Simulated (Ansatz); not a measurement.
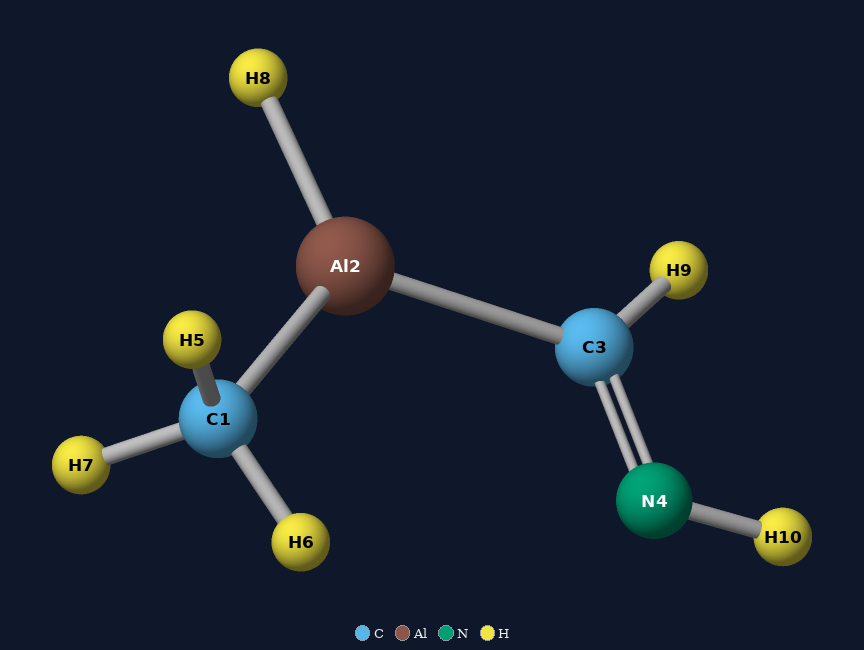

Harmonic vibrations computed with RKS PBE0-D4/def2-TZVP (Ansatz 0.2.0) at a stationary point of the same level.

### Is this a minimum or a saddle point?

A minimum: no imaginary frequency, and the lowest mode lies at 32 cm⁻¹.

### List the wavenumbers.

24 modes: 32, 59, 122, 296, 360, 552, 557, 583, 686, 694, 773, 1173, 1195, 1213, 1402, 1435, 1444, 1642, 1898, 2946, 3037, 3107, 3141, 3381 cm⁻¹.
